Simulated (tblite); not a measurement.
Nudged elastic band of C4H6AlClO2

- system: C4H6AlClO2, SMILES ClC1=CCC=[O+][AlH2-][O]1
- method: GFN2-xTB climbing-image nudged elastic band, gas phase (tblite 0.8.0)

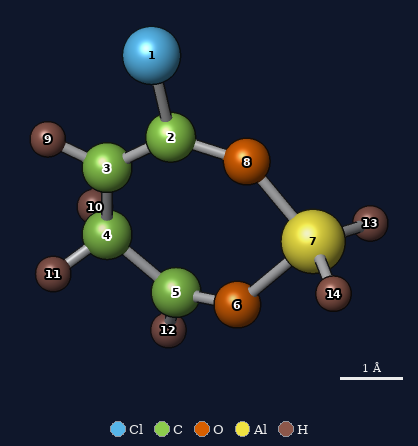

*The structure (ball-and-stick view, seen at a tilt; atoms are numbered from 1 in the order of the input). Sticks mark near contacts.*

**Input file**
```
{"job": {"xc": "GFN2-xTB", "basis": "xTB", "kind": "neb"}, "charge": 0, "multiplicity": 1}
Cl    -2.001631     2.607240     0.761356
C     -0.966683     1.277729     0.293436
C     -1.481198     0.047335     0.342847
C     -0.836705    -1.251692    -0.056370
C      0.617097    -1.418954    -0.283617
O      1.541853    -0.659440    -0.032671
Al     1.881381     1.174765    -0.154254
O      0.236643     1.631902    -0.044830
H     -2.509521    -0.057448     0.649784
H     -1.324079    -1.614608    -0.972760
H     -1.093402    -2.006207     0.701431
H      0.867268    -2.398676    -0.728739
H      2.353730     1.152767    -1.622331
H      2.736369     1.489924     1.079503
```

The first line tells a small driver script what to run in tblite; the rest is the geometry in Å.

Machine: 1 CPU thread, shared host.

Launch command:
```bash
OMP_NUM_THREADS=1 python <driver script> task.json out
```

**Log**
```
image   E - E0 / eV
  0       0.0000
  1       0.0082
  2       0.0288
  3      -0.0177
  4      -0.2788
  5      -0.4884
  6      -0.5869
```

**Key numbers**

```tsv
quantity	value
outcome	converged
forward barrier	0.029 eV
wall time	3 s
peak memory	0.2 GiB
```
